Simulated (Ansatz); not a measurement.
# H₃O (doublet): wB97M-V, B2PLYP, RPA-PBE over a scan of the distance O1–H3 along a hydrogen transfer, cc-pVDZ, part 2 of 2

Ansatz 0.2.0, Gaussian basis; cc-pVDZ, all electrons in the functionals, frozen cores in the correlation of double hybrids and RPA. The steps go on from the part before.

## Step 9: B2PLYP, 1.057 Å

Input file in.yaml:

```yaml
crystal:
  periodic: [false, false, false]
  atoms:
    - {symbol: O, position_ang: [-0.145109, -0.049094, 0.000000]}
    - {symbol: H, position_ang: [-0.394418, 0.877481, 0.000000]}
    - {symbol: H, position_ang: [0.911891, -0.049094, 0.000000]}
    - {symbol: H, position_ang: [1.785891, -0.049094, 0.000000]}
basis:
  gaussian: {orbitals: cc-pVDZ}
magnetization: {spin_polarized: true, initial_magnetization: 1}
hamiltonian: {xc: {name: B2PLYP}}
correlation: {electrons: outside_noble_gas}
```

The run is started by

```
ansatz run in.yaml --threads 1 --pin off --events-out ev --progress --plain --max-ram 5120MiB --backend cpu
```

Log, shortened:

```text
Functional definition: B2PLYP
  name "B2PLYP"
  cite "Grimme, J. Chem. Phys. 124, 034108 (2006) doi:10.1063/1.2148954"
  cite "Becke, Phys. Rev. A 38, 3098 (1988) doi:10.1103/PhysRevA.38.3098"
  cite "Lee, Yang & Parr, Phys. Rev. B 37, 785 (1988) doi:10.1103/PhysRevB.37.785"
[...]
258 factors; integrals over basis functions are off by at most 1.4e-3 eV
[...]
mean field -2088.67771461 eV, -76.7574902554 hartree, gradient 3.8e-6 eV, S^2 0.761571; 0 other end points of the search recorded, 0 dependent functions left out
1 core orbitals not correlated: weight in the atoms' cores, before any rotation towards them, 1.000 or more for the frozen orbitals, at most 0.000 for the correlated occupied ones
reference -2088.67780699 eV, -76.7574936504 hartree; 5, 4 occupied and 23, 24 virtual orbitals, 258 factors
second order -6.88274053 eV of doubles, -0.00000000 eV of singles
Total energy: -2090.53614694 eV, -76.8257863837 hartree
```

Wall time 0.49 s (1 thread of AMD EPYC 7R13, shared host).

From the report: ⟨S²⟩ of the determinant 0.762 (pure doublet: 0.75).

From 0.960 Å: +5.7 kJ/mol.

## Step 10: B2PLYP, 1.121 Å

Input file in.yaml:

```yaml
crystal:
  periodic: [false, false, false]
  atoms:
    - {symbol: O, position_ang: [-0.148500, -0.049094, 0.000000]}
    - {symbol: H, position_ang: [-0.397809, 0.877481, 0.000000]}
    - {symbol: H, position_ang: [0.972500, -0.049094, 0.000000]}
    - {symbol: H, position_ang: [1.782500, -0.049094, 0.000000]}
basis:
  gaussian: {orbitals: cc-pVDZ}
magnetization: {spin_polarized: true, initial_magnetization: 1}
hamiltonian: {xc: {name: B2PLYP}}
correlation: {electrons: outside_noble_gas}
```

Launched as before.

Log, shortened:

```text
Functional definition: B2PLYP
  name "B2PLYP"
  cite "Grimme, J. Chem. Phys. 124, 034108 (2006) doi:10.1063/1.2148954"
  cite "Becke, Phys. Rev. A 38, 3098 (1988) doi:10.1103/PhysRevA.38.3098"
  cite "Lee, Yang & Parr, Phys. Rev. B 37, 785 (1988) doi:10.1103/PhysRevB.37.785"
[...]
258 factors; integrals over basis functions are off by at most 1.4e-3 eV
[...]
mean field -2088.57247263 eV, -76.7536226839 hartree, gradient 5.7e-6 eV, S^2 0.763653; 0 other end points of the search recorded, 0 dependent functions left out
1 core orbitals not correlated: weight in the atoms' cores, before any rotation towards them, 1.000 or more for the frozen orbitals, at most 0.000 for the correlated occupied ones
reference -2088.57256255 eV, -76.7536259885 hartree; 5, 4 occupied and 23, 24 virtual orbitals, 258 factors
second order -6.80519242 eV of doubles, -0.00000000 eV of singles
Total energy: -2090.40996451 eV, -76.8211492649 hartree
```

It took 0.48 s on 1 thread of AMD EPYC 7R13, shared host.

From the report: ⟨S²⟩ of the determinant 0.764 (pure doublet: 0.75).

From 0.960 Å: +17.9 kJ/mol.

## Step 11: B2PLYP, 1.186 Å

Input file in.yaml:

```yaml
crystal:
  periodic: [false, false, false]
  atoms:
    - {symbol: O, position_ang: [-0.151944, -0.049094, 0.000000]}
    - {symbol: H, position_ang: [-0.401253, 0.877481, 0.000000]}
    - {symbol: H, position_ang: [1.034056, -0.049094, 0.000000]}
    - {symbol: H, position_ang: [1.779056, -0.049094, 0.000000]}
basis:
  gaussian: {orbitals: cc-pVDZ}
magnetization: {spin_polarized: true, initial_magnetization: 1}
hamiltonian: {xc: {name: B2PLYP}}
correlation: {electrons: outside_noble_gas}
```

The command is unchanged.

Log, shortened:

```text
Functional definition: B2PLYP
  name "B2PLYP"
  cite "Grimme, J. Chem. Phys. 124, 034108 (2006) doi:10.1063/1.2148954"
  cite "Becke, Phys. Rev. A 38, 3098 (1988) doi:10.1103/PhysRevA.38.3098"
  cite "Lee, Yang & Parr, Phys. Rev. B 37, 785 (1988) doi:10.1103/PhysRevB.37.785"
[...]
258 factors; integrals over basis functions are off by at most 1.4e-3 eV
[...]
mean field -2088.44591307 eV, -76.7489717059 hartree, gradient 2.8e-6 eV, S^2 0.762920; 2 other end points of the search recorded, 0 dependent functions left out
1 core orbitals not correlated: weight in the atoms' cores, before any rotation towards them, 1.000 or more for the frozen orbitals, at most 0.000 for the correlated occupied ones
reference -2088.44599988 eV, -76.7489748960 hartree; 5, 4 occupied and 23, 24 virtual orbitals, 258 factors
second order -6.64060659 eV of doubles, -0.00000000 eV of singles
Total energy: -2090.23896366 eV, -76.8148650996 hartree
```

Run time: 0.54 s. Hardware: 1 thread of AMD EPYC 7R13, shared host.

From the report: ⟨S²⟩ of the determinant 0.763 (pure doublet: 0.75).

From 0.960 Å: +34.4 kJ/mol.

## Step 12: RPA-PBE, 0.960 Å

Input file in.yaml:

```yaml
crystal:
  periodic: [false, false, false]
  atoms:
    - {symbol: O, position_ang: [-0.139944, -0.049094, 0.000000]}
    - {symbol: H, position_ang: [-0.389254, 0.877481, 0.000000]}
    - {symbol: H, position_ang: [0.819585, -0.049094, 0.000000]}
    - {symbol: H, position_ang: [1.791056, -0.049094, 0.000000]}
basis:
  gaussian: {orbitals: cc-pVDZ}
magnetization: {spin_polarized: true, initial_magnetization: 1}
hamiltonian: {xc: {name: PBE}}
correlation: {method: rpa, electrons: outside_noble_gas}
```

Launched as before.

Log, shortened:

```text
Functional definition: PBE
  name "PBE"
  cite "Perdew, Burke & Ernzerhof, Phys. Rev. Lett. 77, 3865 (1996) doi:10.1103/PhysRevLett.77.3865"
  parent pbe
[...]
258 factors; integrals over basis functions are off by at most 1.4e-3 eV
[...]
mean field -2090.22005549 eV, -76.8141702371 hartree, gradient 2.4e-6 eV, S^2 0.752130; 1 other end points of the search recorded, 0 dependent functions left out
1 core orbitals not correlated: weight in the atoms' cores, before any rotation towards them, 1.000 or more for the frozen orbitals, at most 0.000 for the correlated occupied ones
reference -2081.02752971 eV, -76.4763511459 hartree; 5, 4 occupied and 23, 24 virtual orbitals, 258 factors
Total energy: -2090.18492268 eV, -76.8128791304 hartree
```

Wall time 0.58 s (1 thread of AMD EPYC 7R13, shared host).

From the report: ⟨S²⟩ of the determinant 0.752 (pure doublet: 0.75).

## Step 13: RPA-PBE, 0.992 Å

Input file in.yaml:

```yaml
crystal:
  periodic: [false, false, false]
  atoms:
    - {symbol: O, position_ang: [-0.141665, -0.049094, 0.000000]}
    - {symbol: H, position_ang: [-0.390974, 0.877481, 0.000000]}
    - {symbol: H, position_ang: [0.850335, -0.049094, 0.000000]}
    - {symbol: H, position_ang: [1.789335, -0.049094, 0.000000]}
basis:
  gaussian: {orbitals: cc-pVDZ}
magnetization: {spin_polarized: true, initial_magnetization: 1}
hamiltonian: {xc: {name: PBE}}
correlation: {method: rpa, electrons: outside_noble_gas}
```

Same command.

Log, shortened:

```text
Functional definition: PBE
  name "PBE"
  cite "Perdew, Burke & Ernzerhof, Phys. Rev. Lett. 77, 3865 (1996) doi:10.1103/PhysRevLett.77.3865"
  parent pbe
[...]
258 factors; integrals over basis functions are off by at most 1.4e-3 eV
[...]
mean field -2090.25560229 eV, -76.8154765580 hartree, gradient 2.9e-6 eV, S^2 0.752431; 1 other end points of the search recorded, 0 dependent functions left out
1 core orbitals not correlated: weight in the atoms' cores, before any rotation towards them, 1.000 or more for the frozen orbitals, at most 0.000 for the correlated occupied ones
reference -2080.97550836 eV, -76.4744393962 hartree; 5, 4 occupied and 23, 24 virtual orbitals, 258 factors
Total energy: -2090.20968308 eV, -76.8137890580 hartree
```

Wall time 0.51 s (1 thread of AMD EPYC 7R13, shared host).

From the report: ⟨S²⟩ of the determinant 0.752 (pure doublet: 0.75).

From 0.960 Å: -2.4 kJ/mol.

## Step 14: RPA-PBE, 1.057 Å

Input file in.yaml:

```yaml
crystal:
  periodic: [false, false, false]
  atoms:
    - {symbol: O, position_ang: [-0.145109, -0.049094, 0.000000]}
    - {symbol: H, position_ang: [-0.394418, 0.877481, 0.000000]}
    - {symbol: H, position_ang: [0.911891, -0.049094, 0.000000]}
    - {symbol: H, position_ang: [1.785891, -0.049094, 0.000000]}
basis:
  gaussian: {orbitals: cc-pVDZ}
magnetization: {spin_polarized: true, initial_magnetization: 1}
hamiltonian: {xc: {name: PBE}}
correlation: {method: rpa, electrons: outside_noble_gas}
```

Same command.

Log, shortened:

```text
Functional definition: PBE
  name "PBE"
  cite "Perdew, Burke & Ernzerhof, Phys. Rev. Lett. 77, 3865 (1996) doi:10.1103/PhysRevLett.77.3865"
  parent pbe
[...]
258 factors; integrals over basis functions are off by at most 1.4e-3 eV
[...]
mean field -2090.23061453 eV, -76.8145582746 hartree, gradient 4.7e-6 eV, S^2 0.752979; 1 other end points of the search recorded, 0 dependent functions left out
1 core orbitals not correlated: weight in the atoms' cores, before any rotation towards them, 1.000 or more for the frozen orbitals, at most 0.000 for the correlated occupied ones
reference -2080.82734611 eV, -76.4689945341 hartree; 5, 4 occupied and 23, 24 virtual orbitals, 258 factors
Total energy: -2090.17838558 eV, -76.8126388963 hartree
```

It took 0.77 s on 1 thread of AMD EPYC 7R13, shared host.

From the report: ⟨S²⟩ of the determinant 0.753 (pure doublet: 0.75).

From 0.960 Å: +0.6 kJ/mol.

## Step 15: RPA-PBE, 1.121 Å

Input file in.yaml:

```yaml
crystal:
  periodic: [false, false, false]
  atoms:
    - {symbol: O, position_ang: [-0.148500, -0.049094, 0.000000]}
    - {symbol: H, position_ang: [-0.397809, 0.877481, 0.000000]}
    - {symbol: H, position_ang: [0.972500, -0.049094, 0.000000]}
    - {symbol: H, position_ang: [1.782500, -0.049094, 0.000000]}
basis:
  gaussian: {orbitals: cc-pVDZ}
magnetization: {spin_polarized: true, initial_magnetization: 1}
hamiltonian: {xc: {name: PBE}}
correlation: {method: rpa, electrons: outside_noble_gas}
```

Same command.

Log, shortened:

```text
Functional definition: PBE
  name "PBE"
  cite "Perdew, Burke & Ernzerhof, Phys. Rev. Lett. 77, 3865 (1996) doi:10.1103/PhysRevLett.77.3865"
  parent pbe
[...]
258 factors; integrals over basis functions are off by at most 1.4e-3 eV
[...]
mean field -2090.12017122 eV, -76.8104995579 hartree, gradient 3.8e-6 eV, S^2 0.753276; 4 other end points of the search recorded, 0 dependent functions left out
1 core orbitals not correlated: weight in the atoms' cores, before any rotation towards them, 1.000 or more for the frozen orbitals, at most 0.000 for the correlated occupied ones
reference -2080.68756392 eV, -76.4638576332 hartree; 5, 4 occupied and 23, 24 virtual orbitals, 258 factors
Total energy: -2090.08529472 eV, -76.8092178704 hartree
```

It took 0.98 s on 1 thread of AMD EPYC 7R13, shared host.

From the report: ⟨S²⟩ of the determinant 0.753 (pure doublet: 0.75).

From 0.960 Å: +9.6 kJ/mol.

## Step 16: RPA-PBE, 1.186 Å

Input file in.yaml:

```yaml
crystal:
  periodic: [false, false, false]
  atoms:
    - {symbol: O, position_ang: [-0.151944, -0.049094, 0.000000]}
    - {symbol: H, position_ang: [-0.401253, 0.877481, 0.000000]}
    - {symbol: H, position_ang: [1.034056, -0.049094, 0.000000]}
    - {symbol: H, position_ang: [1.779056, -0.049094, 0.000000]}
basis:
  gaussian: {orbitals: cc-pVDZ}
magnetization: {spin_polarized: true, initial_magnetization: 1}
hamiltonian: {xc: {name: PBE}}
correlation: {method: rpa, electrons: outside_noble_gas}
```

Launched as before.

Log, shortened:

```text
Functional definition: PBE
  name "PBE"
  cite "Perdew, Burke & Ernzerhof, Phys. Rev. Lett. 77, 3865 (1996) doi:10.1103/PhysRevLett.77.3865"
  parent pbe
[...]
258 factors; integrals over basis functions are off by at most 1.4e-3 eV
[...]
mean field -2089.92955469 eV, -76.8034945298 hartree, gradient 3.8e-6 eV, S^2 0.753218; 4 other end points of the search recorded, 0 dependent functions left out
1 core orbitals not correlated: weight in the atoms' cores, before any rotation towards them, 1.000 or more for the frozen orbitals, at most 0.000 for the correlated occupied ones
reference -2080.56979608 eV, -76.4595297452 hartree; 5, 4 occupied and 23, 24 virtual orbitals, 258 factors
Total energy: -2089.93588702 eV, -76.8037272387 hartree
```

Run time: 0.95 s. Hardware: 1 thread of AMD EPYC 7R13, shared host.

From the report: ⟨S²⟩ of the determinant 0.753 (pure doublet: 0.75).

From 0.960 Å: +24.0 kJ/mol.

## Step 17: The comparison

The yardstick is UCCSDTQ, where the cluster series has nearly closed. It comes from earlier runs at the same points. Energies in kJ/mol, counted from 0.960 Å; blanks weren't run or aren't comparable.

| level | 0.960 Å | 0.992 Å | 1.057 Å | 1.121 Å | 1.186 Å |
| --- | --- | --- | --- | --- | --- |
| UCCSDTQ | 0.0 | 0.4 | 8.9 | 22.0 | 38.0 |
| wB97M-V | 0.0 | -1.3 | 4.0 | 15.2 | 31.3 |
| B2PLYP | 0.0 | -0.8 | 5.7 | 17.9 | 34.4 |
| RPA-PBE | 0.0 | -2.4 | 0.6 | 9.6 | 24.0 |

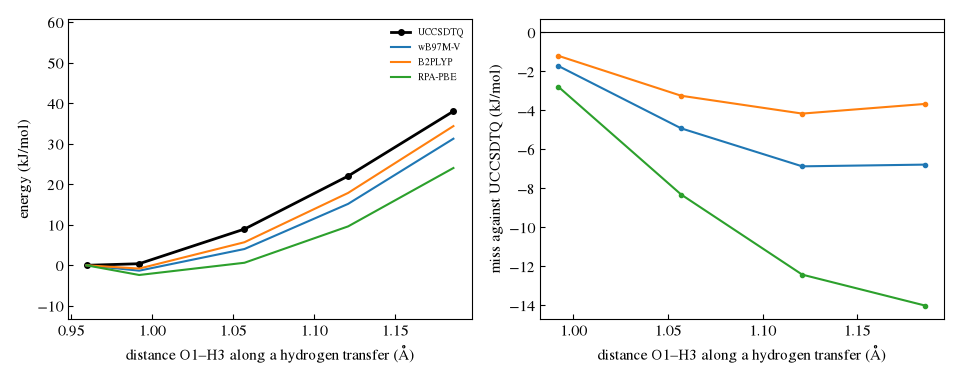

Left: the curves (the axis may cut off levels that run far away). Right: misses against UCCSDTQ, in the same colours.

Largest miss and mean time a point (UCCSDTQ took 11 s a point; shared hosts):

| level | largest miss (kJ/mol) | where | time a point |
| --- | --- | --- | --- |
| wB97M-V | -6.9 | 1.121 Å | 1.5 s |
| B2PLYP | -4.2 | 1.121 Å | 0.53 s |
| RPA-PBE | -14.0 | 1.186 Å | 0.76 s |

## Step 18: What came out

The summary covers parts 1 to 2.

| quantity | value |
| --- | --- |
| span of the UCCSDTQ curve | 38.0 kJ/mol |
| largest miss, wB97M-V | -6.9 kJ/mol (1.121 Å) |
| largest miss, B2PLYP | -4.2 kJ/mol (1.121 Å) |
| largest miss, RPA-PBE | -14.0 kJ/mol (1.186 Å) |

Of the functionals, B2PLYP keep the smallest largest miss at the points compared (at most 4.2 kJ/mol) and RPA-PBE strays most (14.0 kJ/mol, at 1.186 Å). Functionals and the yardstick converge differently with the basis, so part of each miss in cc-pVDZ is the basis.
